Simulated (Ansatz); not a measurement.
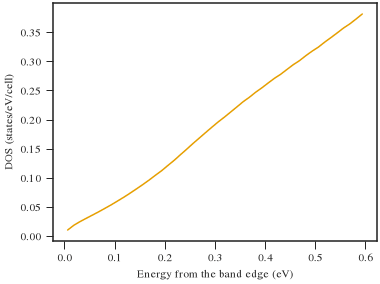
Fig. 1. Density of states of GaAs (F-43m) below the valence band maximum, Ansatz (a first-principles code) with PBE with spin-orbit coupling, rigid bands; cell volume 45.3 Å³.

Q: What effective density of states at 300 K does this give (∫ g(E) exp(−E/k_BT) dE, both spins, divided by the cell's size)?

A: 1.2e19 cm⁻³, a density-of-states mass of 0.61 mₑ, valleys and band degeneracy included.

Geometry: cell and atoms relaxed with PBEsol.
